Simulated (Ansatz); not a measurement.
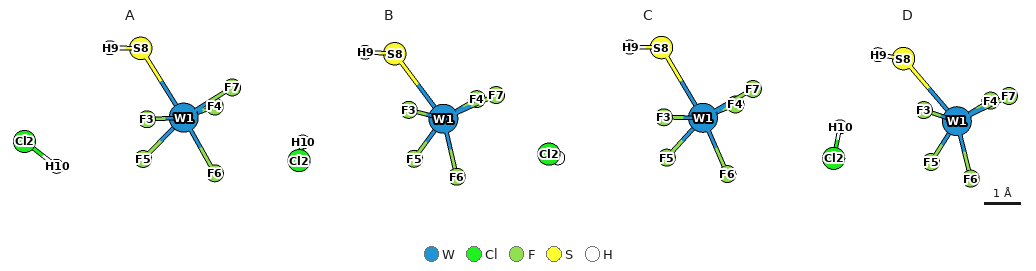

4 geometries from one relaxation of WH₂SClF₅, in shuffled order. A ball-and-stick model, seen face on.

The run prepares an end point of a later path (reaction) calculation, from a guessed geometry.

The calculation used RHF/def2-SVP (Ansatz). Settings: no spin polarisation; force threshold 0.03 eV/Å; at most 50 steps.

### Order the frames from highest to lowest energy.

D, B, C, A. They are steps 0, 4, 7, 20, at +10.3 kcal/mol, +3.94 kcal/mol, +1.40 kcal/mol relative to the last. The energy falls by 10.3 kcal/mol in 18 accepted moves (20 points after the start). Largest force component: 1.6 eV/Å at the start, 0.012 eV/Å at the end. The line search rejected the trial steps at points 10, 15 of the run. The forces were under the threshold at step 16, but the run went on from there. The largest move after the best rigid fit is that of H10, 1.12 Å. By element the largest moves are H 1.12 Å, Cl 1.10 Å, F 0.67 Å, S 0.53 Å, W 0.15 Å. Among the contacts that change: W1–S8 2.407 → 2.349 Å, Cl2–H10 1.324 → 1.273 Å, W1–F4 1.834 → 1.819 Å, W1–F5 1.832 → 1.846 Å. Among the angles between lasting bonds that change: F3–W1–F5 118.7° → 91.6°, F6–W1–S8 153.4° → 176.9°, F4–W1–F6 121.2° → 98.6°.

Limits of the set-up: the start holds two separate molecules, 2.6 Å apart at their closest, whose relative position is a soft coordinate and is computed without a dispersion correction; Hartree-Fock leaves out electron correlation.
